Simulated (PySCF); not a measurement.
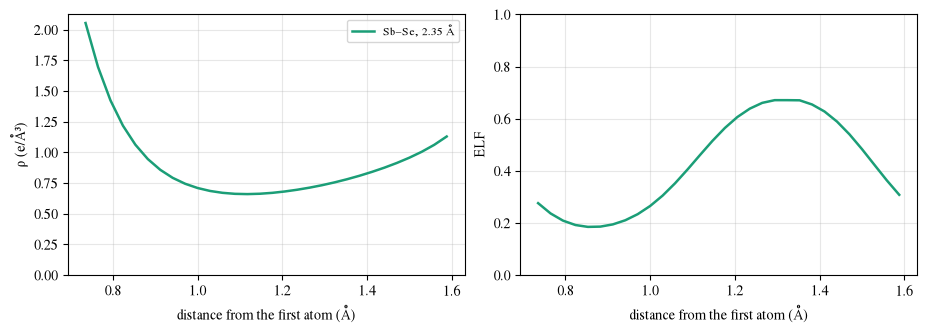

The picture shows: SbSe (doublet). Electron density and ELF along straight lines between neighbouring atoms. The curves leave out the atomic cores.

Core potentials replace the inner electrons of Sb.

Computed with PySCF, PBE0/def2-SVP, non-relativistic Hamiltonian with scalar-relativistic core potentials where named, at a bond length of 2.353 Å.

```xyz
2

Sb    0.0000    0.0000   -0.9364
Se    0.0000    0.0000    1.4166
```

**What can be read from the curves?**

Sb–Se (2.35 Å): ρ is about 0.67 e/Å³ halfway; the ELF peaks at about 0.65 in the valence shell of Se, 1.1 Å from its nucleus, and drops to about 0.20 between the two atoms.
